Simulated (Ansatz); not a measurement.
BNH4F: nudged elastic band (part 1 of 2)

The run: nudged elastic band of BNH4F, multiplicity 2. Method and program: UKS PBE-D4/def2-SVP (Ansatz 0.2.0).

The run did not end well. One setting was made poor on purpose. It belongs to a series of runs on one base structure; here: band between the two ends.

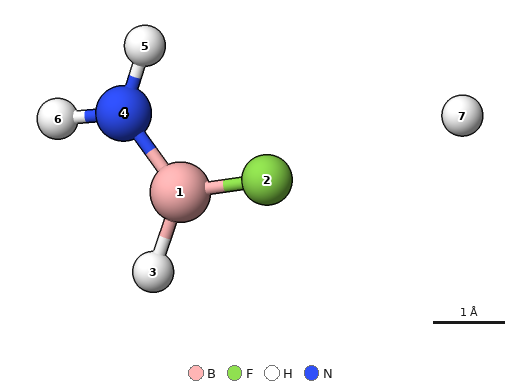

The structure as given in the input (ball-and-stick view, seen on its broad side; atoms are numbered from 1 in the order of the input).

**What the run reported**

```tsv
quantity	value
outcome	not converged
barrier, forward (band not converged)	2.067 eV
barrier, backward	0.858 eV
hardware	1 thread of Arm Neoverse V1, 24 GiB of memory available, shared host
wall time	9.6 min
peak memory	0.13 GiB
```

**Diagnosis**

The run did not converge: “NEB band did not converge after 60 iterations: max|band force component| = 1.17e0 eV/Å (threshold 5.0e-2); raise `neb.max_iterations` in a new run, which can start from the last band evaluated (`neb.initial_path`, with `crystal.atoms` and `neb.final_atoms` set to its first and last images), add images, or start from endpoints closer to local minima …” Its last values are not results. A deliberately poor setting: step length.

**Input**
```yaml
crystal:
  periodic: [false, false, false]
  atoms:
    - { symbol: B, position_ang: [0.005975, -0.01071, -0.255275] }
    - { symbol: F, position_ang: [0.198709, -0.528142, 0.975074] }
    - { symbol: H, position_ang: [0.96073, 0.427578, -0.872392] }
    - { symbol: "N", position_ang: [-1.285387, 0.013316, -0.797625] }
    - { symbol: H, position_ang: [-2.105214, -0.334373, -0.298287] }
    - { symbol: H, position_ang: [-1.483917, 0.389958, -1.723055] }
    - { symbol: H, position_ang: [-0.205297, 0.042373, 3.881559] }
magnetization:
  spin_polarized: true
  initial_magnetization: 1
basis:
  gaussian: { orbitals: def2-SVP }
hamiltonian:
  xc: pbe
  dispersion: d4
neb:
  order_check: false
  images: 5
  f_tol: 0.05
  max_iterations: 60
  max_displacement: 0.5
  optimiser: lbfgs
  final_atoms:
    - { symbol: B, position_ang: [-0.02688286, -0.09807587, -0.12220789] }
    - { symbol: F, position_ang: [-0.1117644, 0.13710351, 2.48930221] }
    - { symbol: H, position_ang: [1.02598337, 0.30568663, -0.56509407] }
    - { symbol: "N", position_ang: [-1.2781285, -0.03033812, -0.69646409] }
    - { symbol: H, position_ang: [-2.12590303, -0.38904648, -0.25075448] }
    - { symbol: H, position_ang: [-1.45921542, 0.42047739, -1.60070059] }
    - { symbol: H, position_ang: [0.06150985, -0.34580705, 1.65591792] }
  initial_path:
    images:
      - { positions_ang: [[0.005975, -0.01071, -0.255275], [0.198709, -0.528142, 0.975074], [0.96073, 0.427578, -0.872392], [-1.285387, 0.013316, -0.797625], [-2.105214, -0.334373, -0.298287], [-1.483917, 0.389958, -1.723055], [-0.205297, 0.042373, 3.881559]] }
      - { positions_ang: [[0.00367489, -0.00699127, -0.17148895], [0.13583202, -0.3561322, 1.17204746], [0.98227954, 0.28642254, -0.78363282], [-1.30646572, 0.01156758, -0.78823458], [-2.07605194, -0.49237574, -0.42308794], [-1.52301462, 0.53655098, -1.61195196], [-0.13065517, 0.02095811, 3.51634779]] }
      - { positions_ang: [[0.00137478, -0.00327254, -0.08770289], [0.07295504, -0.1841224, 1.36902091], [1.00382909, 0.14526708, -0.69487364], [-1.32754443, 0.00981916, -0.77884417], [-2.04688989, -0.65037848, -0.54788888], [-1.56211225, 0.68314397, -1.50084892], [-0.05601335, -0.00045678, 3.15113658]] }
      - { positions_ang: [[-0.00092534, 0.00044618, -0.00391684], [0.01007807, -0.01211261, 1.56599437], [1.02537863, 0.00411162, -0.60611446], [-1.34862315, 0.00807074, -0.76945375], [-2.01772783, -0.80838122, -0.67268982], [-1.60120987, 0.82973695, -1.38974587], [0.01862848, -0.02187166, 2.78592537]] }
      - { positions_ang: [[-0.00957784, -0.0323945, -0.04334719], [-0.03053609, 0.0376261, 1.87376365], [1.02558021, 0.10463662, -0.592441], [-1.32512493, -0.00473221, -0.74512386], [-2.05378623, -0.66860297, -0.53204471], [-1.55387839, 0.69331709, -1.46006411], [0.03292227, -0.12985013, 2.40925622]] }
      - { positions_ang: [[-0.01823035, -0.06523519, -0.08277754], [-0.07115024, 0.08736481, 2.18153293], [1.02578179, 0.20516163, -0.57876753], [-1.30162672, -0.01753517, -0.72079398], [-2.08984463, -0.52882473, -0.3913996], [-1.5065469, 0.55689724, -1.53038235], [0.04721606, -0.23782859, 2.03258707]] }
      - { positions_ang: [[-0.02688286, -0.09807587, -0.12220789], [-0.1117644, 0.13710351, 2.48930221], [1.02598337, 0.30568663, -0.56509407], [-1.2781285, -0.03033812, -0.69646409], [-2.12590303, -0.38904648, -0.25075448], [-1.45921542, 0.42047739, -1.60070059], [0.06150985, -0.34580705, 1.65591792]] }
```

Command:
```bash
ansatz run input.yaml --threads 1 --pin off --max-ram 2048MiB --backend cpu --events-out ev --progress --plain --runs-dir out
```

**Output**
```
Engine: ansatz 0.2.0, aarch64-unknown-linux-gnu
Functional definition: PBE
  parameter kappa = 0.804
  parameter beta = 0.06672455060314922
  exchange = pbe_x(kappa = kappa, mu = beta*pi^2/3)
  correlation = pbe_c(beta = beta)
706 factors; their error is unknown
mean field evaluation 1: about -4932.2676 eV, gradient 4.1e1 eV
mean field evaluation 2: about -4915.3454 eV, gradient 7.0e1 eV
mean field evaluation 4: about -4938.8597 eV, gradient 5.5e0 eV
mean field evaluation 8: about -4938.9510 eV, gradient 2.2e-1 eV
mean field evaluation 16: about -4938.9219 eV, gradient 4.3e-5 eV
mean field -4938.92193148 eV, -181.5020332604 hartree, gradient 4.4e-5 eV, S^2 0.750001; 0 other end points of the search recorded, 0 dependent functions left out
the calculation of the forces begins
reference -4938.92197185 eV, -181.5020347438 hartree; 13, 12 occupied and 49, 50 virtual orbitals, 706 factors
706 factors; their error is unknown
mean field evaluation 32: about -4937.7089 eV, gradient 2.7e-5 eV
mean field -4937.70894315 eV, -181.4574567616 hartree, gradient 2.7e-5 eV, S^2 0.752876; 0 other end points of the search recorded, 0 dependent functions left out
[... from here on the field's lines of each further geometry are left out, up to the last ...]
NEB iter   1: max|band force component| = 3.608e2 eV/Å  barrier→ = 56.9915 eV  barrier← = 55.7827 eV  Δτ_max = 0.5000 Å  (219 SCF iters)
NEB iter   2: max|band force component| = 2.391e1 eV/Å  barrier→ = 5.7260 eV  barrier← = 4.5172 eV  Δτ_max = 0.0452 Å  (177 SCF iters)
NEB iter   3: max|band force component| = 1.100e1 eV/Å  barrier→ = 3.6227 eV  barrier← = 2.4139 eV  Δτ_max = 0.0427 Å  (163 SCF iters)
NEB iter   4: max|band force component| = 4.866e0 eV/Å  barrier→ = 2.9845 eV  barrier← = 1.7757 eV  Δτ_max = 0.0448 Å  (161 SCF iters)
NEB iter   5: max|band force component| = 3.685e0 eV/Å  barrier→ = 2.8861 eV  barrier← = 1.6773 eV  Δτ_max = 0.0776 Å  (160 SCF iters)
NEB iter   6: max|band force component| = 3.590e0 eV/Å  barrier→ = 2.7579 eV  barrier← = 1.5491 eV  Δτ_max = 0.1194 Å  (155 SCF iters)
NEB iter   7: max|band force component| = 3.599e0 eV/Å  barrier→ = 2.5556 eV  barrier← = 1.3468 eV  Δτ_max = 0.0582 Å  (154 SCF iters)
NEB iter   8: max|band force component| = 3.559e0 eV/Å  barrier→ = 2.1343 eV  barrier← = 0.9255 eV  Δτ_max = 0.2941 Å  (151 SCF iters)
NEB iter   9: max|band force component| = 3.779e1 eV/Å  barrier→ = 6.6052 eV  barrier← = 5.3964 eV  Δτ_max = 0.5000 Å  (156 SCF iters)
NEB iter  10: max|band force component| = 3.840e0 eV/Å  barrier→ = 3.7958 eV  barrier← = 2.5870 eV  Δτ_max = 0.0419 Å  (169 SCF iters)
NEB iter  11: max|band force component| = 3.954e0 eV/Å  barrier→ = 3.5002 eV  barrier← = 2.2914 eV  Δτ_max = 0.0594 Å  (150 SCF iters)
NEB iter  12: max|band force component| = 4.287e0 eV/Å  barrier→ = 3.0475 eV  barrier← = 1.8387 eV  Δτ_max = 0.0645 Å  (150 SCF iters)
NEB iter  13: max|band force component| = 4.462e0 eV/Å  barrier→ = 2.5451 eV  barrier← = 1.3362 eV  Δτ_max = 0.0673 Å  (150 SCF iters)
NEB iter  14: max|band force component| = 3.766e0 eV/Å  barrier→ = 2.0523 eV  barrier← = 0.8435 eV  Δτ_max = 0.5000 Å  (147 SCF iters)
NEB iter  15: max|band force component| = 3.404e1 eV/Å  barrier→ = 14.1456 eV  barrier← = 12.9368 eV  Δτ_max = 0.5000 Å  (150 SCF iters)
NEB iter  16: max|band force component| = 4.329e0 eV/Å  barrier→ = 3.7468 eV  barrier← = 2.5380 eV  Δτ_max = 0.0459 Å  (157 SCF iters)
NEB iter  17: max|band force component| = 3.459e0 eV/Å  barrier→ = 3.1710 eV  barrier← = 1.9622 eV  Δτ_max = 0.1678 Å  (147 SCF iters)
NEB iter  18: max|band force component| = 4.354e0 eV/Å  barrier→ = 2.1029 eV  barrier← = 0.8941 eV  Δτ_max = 0.0712 Å  (152 SCF iters)
NEB iter  19: max|band force component| = 2.329e0 eV/Å  barrier→ = 1.9284 eV  barrier← = 0.7196 eV  Δτ_max = 0.0232 Å  (141 SCF iters)
NEB iter  20: max|band force component| = 1.476e0 eV/Å  barrier→ = 1.8601 eV  barrier← = 0.6513 eV  Δτ_max = 0.2195 Å  (141 SCF iters)
NEB iter  21: max|band force component| = 2.864e0 eV/Å  barrier→ = 2.3193 eV  barrier← = 1.1105 eV  Δτ_max = 0.0446 Å  (160 SCF iters)
NEB iter  22: max|band force component| = 1.246e0 eV/Å  barrier→ = 2.2265 eV  barrier← = 1.0177 eV  Δτ_max = 0.0235 Å  (146 SCF iters)
NEB iter  23: max|band force component| = 1.154e0 eV/Å  barrier→ = 2.1691 eV  barrier← = 0.9603 eV  Δτ_max = 0.1019 Å  (148 SCF iters)
NEB iter  24: max|band force component| = 1.323e0 eV/Å  barrier→ = 2.0325 eV  barrier← = 0.8237 eV  Δτ_max = 0.0198 Å  (151 SCF iters)
NEB iter  25: max|band force component| = 6.784e-1 eV/Å  barrier→ = 2.0322 eV  barrier← = 0.8234 eV  Δτ_max = 0.0335 Å  (146 SCF iters)
NEB iter  26: max|band force component| = 9.068e-1 eV/Å  barrier→ = 2.0929 eV  barrier← = 0.8841 eV  Δτ_max = 0.0136 Å  (142 SCF iters)
NEB iter  27: max|band force component| = 7.540e-1 eV/Å  barrier→ = 2.1090 eV  barrier← = 0.9002 eV  Δτ_max = 0.0415 Å  (135 SCF iters)
NEB iter  28: max|band force component| = 8.106e-1 eV/Å  barrier→ = 2.1984 eV  barrier← = 0.9896 eV  Δτ_max = 0.0121 Å  (146 SCF iters)
NEB iter  29: max|band force component| = 7.549e-1 eV/Å  barrier→ = 2.2127 eV  barrier← = 1.0039 eV  Δτ_max = 0.0449 Å  (140 SCF iters)
NEB iter  30: max|band force component| = 1.185e0 eV/Å  barrier→ = 2.2916 eV  barrier← = 1.0828 eV  Δτ_max = 0.0174 Å  (150 SCF iters)
NEB iter  31: max|band force component| = 8.124e-1 eV/Å  barrier→ = 2.3026 eV  barrier← = 1.0938 eV  Δτ_max = 0.0395 Å  (137 SCF iters)
NEB iter  32: max|band force component| = 7.241e-1 eV/Å  barrier→ = 2.3530 eV  barrier← = 1.1442 eV  Δτ_max = 0.0851 Å  (151 SCF iters)
NEB iter  33: max|band force component| = 2.278e0 eV/Å  barrier→ = 2.4712 eV  barrier← = 1.2624 eV  Δτ_max = 0.0328 Å  (149 SCF iters)
NEB iter  34: max|band force component| = 8.599e-1 eV/Å  barrier→ = 2.4733 eV  barrier← = 1.2645 eV  Δτ_max = 0.0156 Å  (140 SCF iters)
NEB iter  35: max|band force component| = 6.189e-1 eV/Å  barrier→ = 2.4906 eV  barrier← = 1.2818 eV  Δτ_max = 0.0248 Å  (139 SCF iters)
NEB iter  36: max|band force component| = 9.514e-1 eV/Å  barrier→ = 2.5260 eV  barrier← = 1.3171 eV  Δτ_max = 0.0139 Å  (154 SCF iters)
NEB iter  37: max|band force component| = 5.648e-1 eV/Å  barrier→ = 2.5304 eV  barrier← = 1.3216 eV  Δτ_max = 0.0301 Å  (137 SCF iters)
NEB iter  38: max|band force component| = 5.190e-1 eV/Å  barrier→ = 2.5593 eV  barrier← = 1.3505 eV  Δτ_max = 0.0625 Å  (151 SCF iters)
NEB iter  39: max|band force component| = 1.977e0 eV/Å  barrier→ = 2.6287 eV  barrier← = 1.4199 eV  Δτ_max = 0.0287 Å  (151 SCF iters)
NEB iter  40: max|band force component| = 7.690e-1 eV/Å  barrier→ = 2.6203 eV  barrier← = 1.4114 eV  Δτ_max = 0.0118 Å  (137 SCF iters)
NEB iter  41: max|band force component| = 5.086e-1 eV/Å  barrier→ = 2.6208 eV  barrier← = 1.4120 eV  Δτ_max = 0.0198 Å  (140 SCF iters)
NEB iter  42: max|band force component| = 6.974e-1 eV/Å  barrier→ = 2.6316 eV  barrier← = 1.4228 eV  Δτ_max = 0.0105 Å  (154 SCF iters)
NEB iter  43: max|band force component| = 3.967e0 eV/Å  barrier→ = 2.6286 eV  barrier← = 1.4198 eV  CI = image 3  Δτ_max = 0.0612 Å  (138 SCF iters)
NEB iter  44: max|band force component| = 3.265e0 eV/Å  barrier→ = 3.0493 eV  barrier← = 1.8405 eV  CI = image 3  Δτ_max = 0.4146 Å  (136 SCF iters)
NEB iter  45: max|band force component| = 1.949e0 eV/Å  barrier→ = 2.0070 eV  barrier← = 0.7982 eV  CI = image 3  Δτ_max = 0.1040 Å  (156 SCF iters)
NEB iter  46: max|band force component| = 3.763e0 eV/Å  barrier→ = 2.0436 eV  barrier← = 0.8348 eV  CI = image 4  Δτ_max = 0.0739 Å  (151 SCF iters)
NEB iter  47: max|band force component| = 1.397e0 eV/Å  barrier→ = 1.8622 eV  barrier← = 0.6534 eV  CI = image 3  Δτ_max = 0.0218 Å  (147 SCF iters)
NEB iter  48: max|band force component| = 1.075e0 eV/Å  barrier→ = 1.8440 eV  barrier← = 0.6352 eV  CI = image 3  Δτ_max = 0.0282 Å  (143 SCF iters)
NEB iter  49: max|band force component| = 1.525e0 eV/Å  barrier→ = 1.8531 eV  barrier← = 0.6443 eV  CI = image 3  Δτ_max = 0.0260 Å  (146 SCF iters)
NEB iter  50: max|band force component| = 1.101e0 eV/Å  barrier→ = 1.8398 eV  barrier← = 0.6310 eV  CI = image 3  Δτ_max = 0.0272 Å  (147 SCF iters)
NEB iter  51: max|band force component| = 1.128e0 eV/Å  barrier→ = 1.8459 eV  barrier← = 0.6371 eV  CI = image 3  Δτ_max = 0.0163 Å  (138 SCF iters)
NEB iter  52: max|band force component| = 9.977e-1 eV/Å  barrier→ = 1.8438 eV  barrier← = 0.6350 eV  CI = image 3  Δτ_max = 0.0378 Å  (142 SCF iters)
NEB iter  53: max|band force component| = 1.507e0 eV/Å  barrier→ = 1.8695 eV  barrier← = 0.6607 eV  CI = image 3  Δτ_max = 0.0252 Å  (143 SCF iters)
NEB iter  54: max|band force component| = 1.000e0 eV/Å  barrier→ = 1.8618 eV  barrier← = 0.6530 eV  CI = image 3  Δτ_max = 0.0181 Å  (146 SCF iters)
NEB iter  55: max|band force component| = 1.019e0 eV/Å  barrier→ = 1.8716 eV  barrier← = 0.6628 eV  CI = image 3  Δτ_max = 0.0146 Å  (137 SCF iters)
NEB iter  56: max|band force component| = 9.743e-1 eV/Å  barrier→ = 1.8790 eV  barrier← = 0.6701 eV  CI = image 3  Δτ_max = 0.0642 Å  (138 SCF iters)
NEB iter  57: max|band force component| = 1.714e0 eV/Å  barrier→ = 1.9541 eV  barrier← = 0.7453 eV  CI = image 3  Δτ_max = 0.0262 Å  (150 SCF iters)
NEB iter  58: max|band force component| = 1.066e0 eV/Å  barrier→ = 1.9510 eV  barrier← = 0.7422 eV  CI = image 3  Δτ_max = 0.0130 Å  (139 SCF iters)
```
